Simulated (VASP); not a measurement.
Here is the system:

```xyz
8
Lattice="0.0000 2.1552 2.1552 2.1552 0.0000 2.1552 8.6146 8.6146 0.0061" Properties=species:S:1:pos:R:3 pbc="T T T"
V      0.0000     0.0000     0.0000
N      2.0796     2.0796     2.2307
N      4.2786     4.2786     2.1870
N      6.4912     6.4912     2.1295
N      8.6902     8.6902     2.0857
Nb     2.1025     2.1025     0.0527
Nb     4.3073     4.3073     0.0031
Nb     8.6672     8.6672     4.2638
```

The numbers are results of PBEsol GGA, VASP's PBE PAW potentials (set 64) (plane waves; VASP 6.6.1), not measurements. Numerical set-up: 520 eV cut-off, 14×14×4 Γ-centred mesh, tetrahedra with Blöchl corrections, potentials V_sv N Nb_sv.

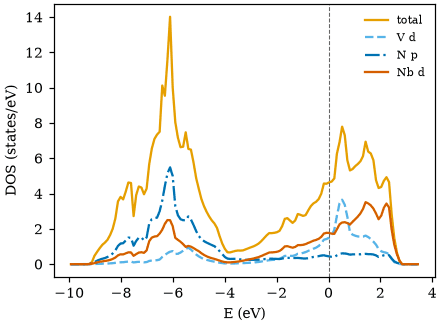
Total and projected density of states, zero at the Fermi level

Within 2 eV below the Fermi level the largest weight inside VASP's projection spheres is Nb d, then V d.

It has no gap at this level: it comes out as a metal or semimetal.

The structure was generated: Nb3VN4 was put into an ordered model structure (R-3m), which need not be its known phase. It was relaxed first. The run is not spin-polarised, so no magnetic state was tried. VASP warned that the highest band is occupied, so more bands are needed.
